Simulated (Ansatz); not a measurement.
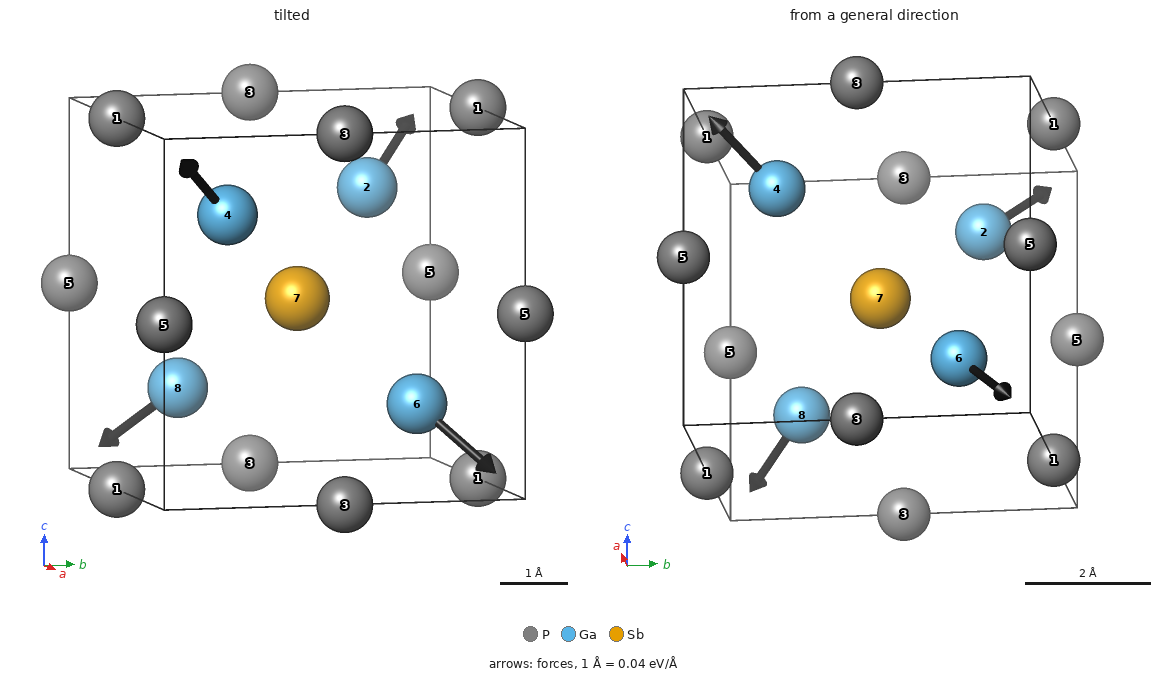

Crystal structure, spheres-only style, seen slightly off an axis and from a general direction. Atoms at the boundary of the simulation cell (the box) are drawn once for each face, edge or corner they touch. The arrows are the computed forces on the atoms.

System: Ga4SbP3. Theory: DFT, PBE with spin-orbit coupling, plane waves, PAW (Ansatz 0.2.0). Numerical settings: a 420 eV plane-wave basis, a 4×4×4 k-point mesh, Fermi-Dirac smearing of 0.02 eV, no moments seeded, so the run stays non-magnetic, spinor wavefunctions.

> Is the structure at rest?

No. The atoms still feel forces of up to about 0.051 eV/Å, above a usual threshold of 0.01 to 0.03 eV/Å.

> Which atom has the biggest force on it?

All Ga atoms, about 0.051 eV/Å.

It goes back to a structure type filled with these elements by a generator (whether the compound takes this form wasn't checked). Earlier steps of the study may have refined or changed the cell and positions. A calculation with Ansatz used it as input.
